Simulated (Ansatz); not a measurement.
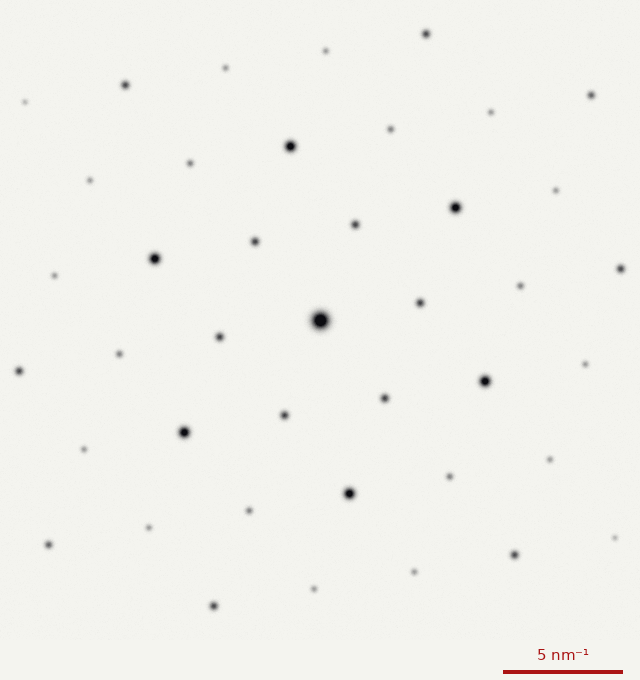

Kinematic zone-axis pattern, calculated for 300 keV electrons with B = 0.5 Å².

It belongs to Ru, space group P6_3/mmc (No. 194), a = 2.69 Å, c = 8.64 Å (hexagonal axes). Structure: coordinates from a relaxation with DFT, r2SCAN, plane waves (500 eV) with PAW, scalar-relativistic (Ansatz 0.2.0); the starting structure was generated, so it need not be a known form of this composition.

> Determine the zone axis from the geometry of the pattern.

The spots form a hexagonal net with both shortest vectors at d = 2.33 Å, 60.0° apart. They index as 1 -1 0 and 1 0 0, so the zone axis is [001]. The zone [101] gives nearly the same net, so geometry alone does not settle it; this pattern was computed for [001].
